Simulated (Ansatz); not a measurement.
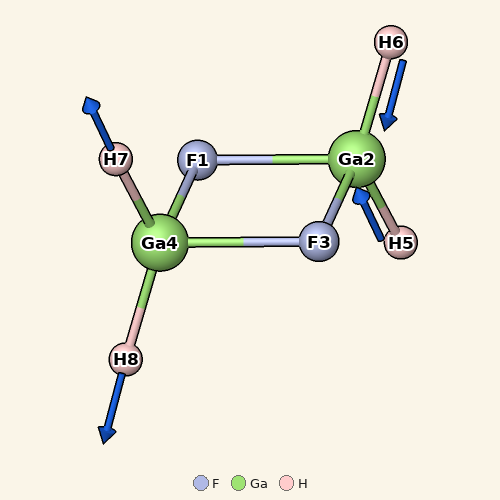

The arrows show one normal mode. Harmonic vibrations computed with RKS PBE0-D4/def2-TZVP (Ansatz 0.2.0) at a stationary point of the same level.

Question: Describe the motion.

Answer: Mostly out-of-phase stretching of 4 Ga–H bonds.

Question: Estimate its harmonic wavenumber.

Answer: 2036 cm⁻¹; it is mode 15 of 18 counted from the lowest.
